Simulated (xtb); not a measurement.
# Geometry relaxation of C3H5F2 (part 2 of 2)

Continued. System: C3H5F2, multiplicity 2, SMILES F[CH]CCF. Method: GFN2-xTB (xtb 6.7.1 later snapshot).  The settings are looser than a standard set-up, so the numbers are not reference values.

Geometry of the input (Å):
```
F  -1.8196  -0.7358  1.1194
C  -0.6437  -0.4935  1.1510
C  0.3339  -0.5894  0.0675
C  0.2219  0.5571  -1.0082
F  0.7887  1.6665  -0.3864
H  -0.3838  0.2243  2.0403
H  0.0070  -1.4710  -0.4562
H  1.3639  -0.7065  0.4442
H  -0.7811  0.8250  -1.1980
H  0.8745  0.3032  -1.7772
```

The program's output, continued:
```
 ANCopt (total)                0 d,  0 h,  0 min,  0.015 sec
 optimizer setup                ...        0 min,  0.000 sec (  0.494%)
 model hessian                  ...        0 min,  0.001 sec (  4.385%)
 ANC generation                 ...        0 min,  0.000 sec (  0.915%)
 coordinate transformation      ...        0 min,  0.000 sec (  0.245%)
 single point calculation       ...        0 min,  0.013 sec ( 83.867%)
 optimization log               ...        0 min,  0.000 sec (  2.097%)
 hessian update                 ...        0 min,  0.000 sec (  0.221%)
 rational function              ...        0 min,  0.000 sec (  2.621%)

================
 final structure:
================
10
 xtb: 6.7.1
F           -1.87519903855762       -0.75654481610040        1.07284504756020
C           -0.57421646436768       -0.43470985170460        1.22492296023720
C            0.31327027143674       -0.61994409937057        0.06640904317610
C            0.25366011319663        0.55568472552216       -0.93327672850653
F            0.80249609732341        1.67823148401696       -0.37064677426575
H           -0.39651919096736        0.25387062059042        2.03142508546553
H            0.03155637149742       -1.52264585280064       -0.47873431333095
H            1.34298157464580       -0.70873195631939        0.41673713536478
H           -0.77800785286419        0.80185911713087       -1.20174245275459
H            0.84162811865686        0.33277062903520       -1.83137900294598

 Bond Distances (Angstroems)
 ---------------------------
F1-C2=1.3488         C2-F1=1.3488         C2-C3=1.4711         C2-H6=1.0753         C3-C2=1.4711         C3-C4=1.5444
C3-H7=1.0915         C3-H8=1.0913         C4-C3=1.5444         C4-F5=1.3704         C4-H9=1.0941         C4-H10=1.0964
F5-C4=1.3704         H6-C2=1.0753         H7-C3=1.0915         H8-C3=1.0913         H9-C4=1.0941         H10-C4=1.0964
 C  H  Rav=1.0897 sigma=0.0075  Rmin=1.0753  Rmax=1.0964     5
 C  C  Rav=1.5077 sigma=0.0366  Rmin=1.4711  Rmax=1.5444     2
 F  C  Rav=1.3596 sigma=0.0108  Rmin=1.3488  Rmax=1.3704     2

 selected bond angles (degree)
 --------------------
C3-C2-F1=117.58                H6-C2-F1=113.38                H6-C2-C3=124.86                C4-C3-C2=112.99
H7-C3-C2=109.98                H7-C3-C4=107.24                H8-C3-C2=109.07                H8-C3-C4=107.83
H8-C3-H7=109.67                F5-C4-C3=110.02                H9-C4-C3=111.50                H9-C4-F5=107.10
H10-C4-C3=110.78               H10-C4-F5=106.74               H10-C4-H9=110.51

 selected dihedral angles (degree)
 ---------------------------------
C4-C3-C2-F1= 82.29            C4-C3-C2-H6=286.85            H7-C3-C2-F1=322.50            H7-C3-C2-H6=167.06
H8-C3-C2-F1=202.19            H8-C3-C2-H6= 46.75            F5-C4-C3-C2= 68.39            F5-C4-C3-H7=189.74
F5-C4-C3-H8=307.77            H9-C4-C3-C2=309.70            H9-C4-C3-H7= 71.06            H9-C4-C3-H8=189.09
H10-C4-C3-C2=186.18           H10-C4-C3-H7=307.53           H10-C4-C3-H8= 65.56
           -------------------------------------------------
          |                Final Singlepoint                |
           -------------------------------------------------

          ...................................................
          :                      SETUP                      :
          :.................................................:
          :  # basis functions                  25          :
          :  # atomic orbitals                  25          :
          :  # shells                           15          :
          :  # electrons                        31          :
          :  max. iterations                   250          :
          :  Hamiltonian                  GFN2-xTB          :
          :  restarted?                      false          :
          :  GBSA solvation                  false          :
          :  PC potential                    false          :
          :  electronic temp.          300.0000000     K    :
          :  accuracy                    1.0000000          :
          :  -> integral cutoff          0.2500000E+02      :
          :  -> integral neglect         0.1000000E-07      :
          :  -> SCF convergence          0.1000000E-05 Eh   :
          :  -> wf. convergence          0.1000000E-03 e    :
          :  Broyden damping             0.4000000          :
          :  net charge                          0          :
          :  unpaired electrons                  1          :
          ...................................................

 iter      E             dE          RMSdq      gap      omega  full diag
   1    -18.4886436 -0.184886E+02  0.293E-05   10.01       0.0  T
   2    -18.4886436 -0.344613E-12  0.164E-05   10.01    1929.3  T
   3    -18.4886436 -0.923706E-13  0.342E-06   10.01    9237.0  T

   *** convergence criteria satisfied after 3 iterations ***

         #    Occupation            Energy/Eh            Energy/eV
      -------------------------------------------------------------
         1        2.0000           -0.8257602             -22.4701
       ...           ...                  ...                  ...
        10        2.0000           -0.5293488             -14.4043
        11        2.0000           -0.5170203             -14.0688
        12        2.0000           -0.4922162             -13.3939
        13        2.0000           -0.4745374             -12.9128
        14        2.0000           -0.4674282             -12.7194
        15        2.0000           -0.4568234             -12.4308
        16        1.0000           -0.3322945              -9.0422 (HOMO)
        17                          0.0356583               0.9703 (LUMO)
        18                          0.0618966               1.6843
        19                          0.0773121               2.1038
        20                          0.1058562               2.8805
        21                          0.1279365               3.4813
       ...                                ...                  ...
        25                          0.3141358               8.5481
      -------------------------------------------------------------
                  HL-Gap            0.3679527 Eh           10.0125 eV
             Fermi-level           -0.2714385 Eh           -7.3862 eV

 SCC (total)                   0 d,  0 h,  0 min,  0.002 sec
 SCC setup                      ...        0 min,  0.000 sec (  3.128%)
 Dispersion                     ...        0 min,  0.000 sec (  1.258%)
 classical contributions        ...        0 min,  0.000 sec (  0.409%)
 integral evaluation            ...        0 min,  0.000 sec ( 19.095%)
 iterations                     ...        0 min,  0.001 sec ( 29.312%)
 molecular gradient             ...        0 min,  0.001 sec ( 42.279%)
 printout                       ...        0 min,  0.000 sec (  3.893%)

         :::::::::::::::::::::::::::::::::::::::::::::::::::::
         ::                     SUMMARY                     ::
         :::::::::::::::::::::::::::::::::::::::::::::::::::::
         :: total energy             -18.354301264618 Eh    ::
         :: gradient norm              0.002829119270 Eh/a0 ::
         :: HOMO-LUMO gap             10.012503518350 eV    ::
         ::.................................................::
         :: SCC energy               -18.488641735691 Eh    ::
         :: -> isotropic ES            0.022796374961 Eh    ::
         :: -> anisotropic ES         -0.000185194740 Eh    ::
         :: -> anisotropic XC         -0.002836846101 Eh    ::
         :: -> dispersion             -0.004025846135 Eh    ::
         :: repulsion energy           0.134340471072 Eh    ::
         :: add. restraining           0.000000000000 Eh    ::
         :: total charge               0.000000000000 e     ::
         :::::::::::::::::::::::::::::::::::::::::::::::::::::

           -------------------------------------------------
          |                Property Printout                |
           -------------------------------------------------

    * Orbital Energies and Occupations

         #    Occupation            Energy/Eh            Energy/eV
      -------------------------------------------------------------
         1        2.0000           -0.8257602             -22.4701
       ...           ...                  ...                  ...
         4        2.0000           -0.6253389             -17.0163
         5        2.0000           -0.5959644             -16.2170
         6        2.0000           -0.5645685             -15.3627
         7        2.0000           -0.5621080             -15.2957
         8        2.0000           -0.5491266             -14.9425
         9        2.0000           -0.5449453             -14.8287
        10        2.0000           -0.5293488             -14.4043
        11        2.0000           -0.5170203             -14.0688
        12        2.0000           -0.4922162             -13.3939
        13        2.0000           -0.4745374             -12.9128
        14        2.0000           -0.4674282             -12.7194
        15        2.0000           -0.4568234             -12.4308
        16        1.0000           -0.3322945              -9.0422 (HOMO)
        17                          0.0356583               0.9703 (LUMO)
        18                          0.0618966               1.6843
        19                          0.0773121               2.1038
        20                          0.1058562               2.8805
        21                          0.1279365               3.4813
        22                          0.1466316               3.9900
        23                          0.2074143               5.6440
        24                          0.2570445               6.9945
        25                          0.3141358               8.5481
      -------------------------------------------------------------
                  HL-Gap            0.3679527 Eh           10.0125 eV
             Fermi-level           -0.2714385 Eh           -7.3862 eV

     #   Z          covCN         q      C6AA      α(0)
     1   9          0.784    -0.194    11.176     3.949
     2   6          2.691     0.073    26.343     8.400
     3   6          3.802    -0.068    21.807     6.649
     4   6          3.607     0.108    19.300     6.347
     5   9          0.784    -0.249    11.751     4.049
     6   1          0.926     0.061     2.193     2.316
     7   1          0.924     0.073     2.056     2.242
     8   1          0.924     0.075     2.035     2.231
     9   1          0.924     0.063     2.165     2.301
    10   1          0.924     0.059     2.211     2.326

 Mol. C6AA /au·bohr⁶  :        788.541677
 Mol. C8AA /au·bohr⁸  :      16631.850574
 Mol. α(0) /au        :         40.809117

Wiberg/Mayer (AO) data.
largest (>0.10) Wiberg bond orders for each atom

 ---------------------------------------------------------------------------
     #   Z sym  total        # sym  WBO       # sym  WBO       # sym  WBO
 ---------------------------------------------------------------------------
     1   9      1.153 --     2      1.091
     2   6      3.225 --     1      1.091     3      1.076     6      0.967
     3   6      3.993 --     2      1.076     8      0.962     7      0.961
                             4      0.950
     4   6      3.897 --     9      0.972    10      0.968     3      0.950
                             5      0.944
     5   9      1.009 --     4      0.944
     6   1      0.996 --     2      0.967
     7   1      0.995 --     3      0.961
     8   1      0.994 --     3      0.962
     9   1      0.996 --     4      0.972
    10   1      0.996 --     4      0.968
 ---------------------------------------------------------------------------

Topologies differ in total number of bonds
Writing topology from bond orders to xtbtopo.mol

molecular dipole:
                 x           y           z       tot (Debye)
 q only:        0.393      -0.525      -0.371
   full:        0.388      -0.512      -0.465       2.015
molecular quadrupole (traceless):
                xx          xy          yy          xz          yz          zz
 q only:       -2.088      -3.573      -1.762       1.854       0.994       3.850
  q+dip:       -2.423      -5.065      -2.825       1.634       1.589       5.248
   full:       -2.484      -4.740      -2.418       1.825       1.347       4.902

           -------------------------------------------------
          |                Geometry Summary                 |
           -------------------------------------------------

      molecular mass/u    :       79.0687178
   center of mass at/Å    :       -0.2455743       0.1349208       0.2095521
  moments of inertia/u·Å² :        0.4423695E+02   0.1933944E+03   0.2016347E+03
rotational constants/cm⁻¹ :        0.3810758E+00   0.8716713E-01   0.8360484E-01

 * 7 selected distances

     #   Z          #   Z                                           value/Å
     2   6          3   6                                         1.4710878 (max)
     4   6          5   9                                         1.3703594
     2   6          6   1                                         1.0752513 (min)
     3   6          7   1                                         1.0915194
     3   6          8   1                                         1.0912922
     4   6          9   1                                         1.0940817
     4   6         10   1                                         1.0963508

 * 3 distinct bonds (by element types)

   Z      Z             #   av. dist./Å        max./Å        min./Å
   1 H    6 C           5     1.0896991     1.0963508     1.0752513
   6 C    6 C           1     1.4710878     1.4710878     1.4710878
   6 C    9 F           1     1.3703594     1.3703594     1.3703594

optimized geometry written to: xtbopt.xyz

           -------------------------------------------------
          | TOTAL ENERGY              -18.354301264618 Eh   |
          | GRADIENT NORM               0.002829119270 Eh/α |
          | HOMO-LUMO GAP              10.012503518350 eV   |
           -------------------------------------------------

------------------------------------------------------------------------
------------------------------------------------------------------------
 total:
 *  cpu-time:     0 d,  0 h,  0 min,  0.029 sec
 * ratio c/w:     0.989 speedup
 SCF:
 *  cpu-time:     0 d,  0 h,  0 min,  0.004 sec
 * ratio c/w:     1.000 speedup
 ANC optimizer:
 *  cpu-time:     0 d,  0 h,  0 min,  0.018 sec
 * ratio c/w:     0.982 speedup
```

File xtbopt.xyz:
```
10
 energy: -18.354301264618 gnorm: 0.002829119270 xtb: 6.7.1
F           -1.87519903855762       -0.75654481610040        1.07284504756020
C           -0.57421646436768       -0.43470985170460        1.22492296023720
C            0.31327027143674       -0.61994409937057        0.06640904317610
C            0.25366011319663        0.55568472552216       -0.93327672850653
F            0.80249609732341        1.67823148401696       -0.37064677426575
H           -0.39651919096736        0.25387062059042        2.03142508546553
H            0.03155637149742       -1.52264585280064       -0.47873431333095
H            1.34298157464580       -0.70873195631939        0.41673713536478
H           -0.77800785286419        0.80185911713087       -1.20174245275459
H            0.84162811865686        0.33277062903520       -1.83137900294598
```

Trajectory as extended XYZ (Å, eV, eV/Å), 5 frames, from step=0 to step=4:
```
10
Properties=species:S:1:pos:R:3 step=0 energy=-498.46688
F    -1.8196   -0.7358    1.1194
C    -0.6437   -0.4935    1.1510
C     0.3339   -0.5894    0.0675
C     0.2219    0.5571   -1.0082
F     0.7887    1.6665   -0.3864
H    -0.3838    0.2243    2.0403
H     0.0070   -1.4710   -0.4562
H     1.3639   -0.7065    0.4442
H    -0.7811    0.8250   -1.1980
H     0.8745    0.3032   -1.7772
10
Properties=species:S:1:pos:R:3 step=1 energy=-499.29263
F    -1.8762   -0.7465    1.1242
C    -0.6172   -0.4671    1.1928
C     0.3136   -0.6127    0.0644
C     0.2476    0.5587   -0.9701
F     0.7959    1.6970   -0.3961
H    -0.3743    0.2230    2.0335
H     0.0256   -1.5125   -0.4794
H     1.3409   -0.6878    0.4260
H    -0.7773    0.8135   -1.1961
H     0.8830    0.3143   -1.8028
10
Properties=species:S:1:pos:R:3 step=2 energy=-499.43273
F    -1.8813   -0.7490    1.1033
C    -0.5907   -0.4366    1.2177
C     0.3098   -0.6165    0.0666
C     0.2519    0.5548   -0.9479
F     0.8007    1.6858   -0.3844
H    -0.3837    0.2210    2.0340
H     0.0386   -1.5197   -0.4870
H     1.3329   -0.6927    0.4289
H    -0.7783    0.8086   -1.2080
H     0.8616    0.3242   -1.8267
10
Properties=species:S:1:pos:R:3 step=3 energy=-499.44429
F    -1.8789   -0.7541    1.0829
C    -0.5802   -0.4315    1.2221
C     0.3115   -0.6188    0.0660
C     0.2531    0.5549   -0.9380
F     0.8034    1.6803   -0.3767
H    -0.3915    0.2386    2.0384
H     0.0369   -1.5226   -0.4827
H     1.3380   -0.7010    0.4225
H    -0.7780    0.8047   -1.2053
H     0.8473    0.3293   -1.8325
10
Properties=species:S:1:pos:R:3 step=4 energy=-499.44598
F    -1.8752   -0.7565    1.0729
C    -0.5742   -0.4347    1.2249
C     0.3133   -0.6199    0.0664
C     0.2537    0.5557   -0.9333
F     0.8025    1.6782   -0.3706
H    -0.3965    0.2539    2.0314
H     0.0316   -1.5227   -0.4787
H     1.3430   -0.7087    0.4167
H    -0.7780    0.8019   -1.2017
H     0.8416    0.3328   -1.8314
```

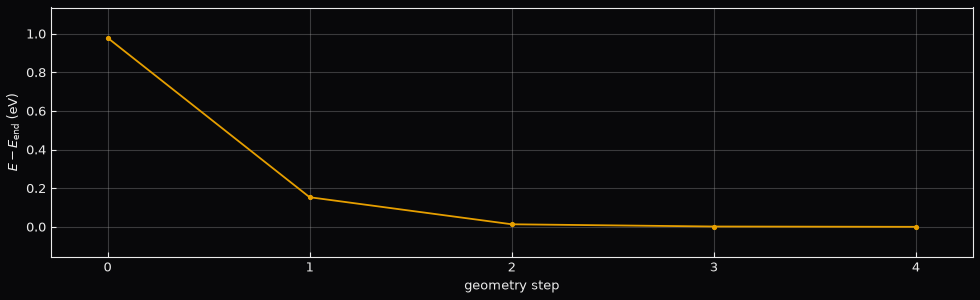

Progress of the relaxation, step by step (steps are counted from 0).

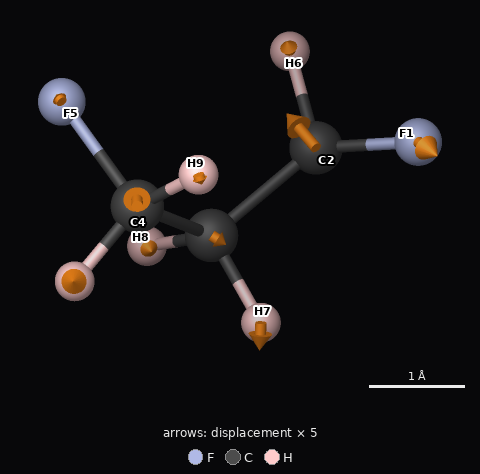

The starting structure with the displacements as orange arrows, magnified 5 times (ball-and-stick view, seen at a tilt). The two geometries are laid on each other by the best rigid fit. The atom that moves furthest after the best rigid fit is C2 (0.12 Å). Largest moves by element: C 0.12 Å, F 0.08 Å, H 0.07 Å. Distances before and after: F1–C2 1.201 → 1.349 Å, C2–H6 1.172 → 1.075 Å, C4–H10 1.040 → 1.096 Å, C4–H9 1.055 → 1.094 Å. Among the angles that change: H9–C4–H10 121.7° → 110.5°, F1–C2–C3 128.4° → 117.6°, C3–C2–H6 117.0° → 124.9°. The energy falls by 0.979 eV in 4 geometry steps. (Atoms are counted from 1 in the order of the input.)
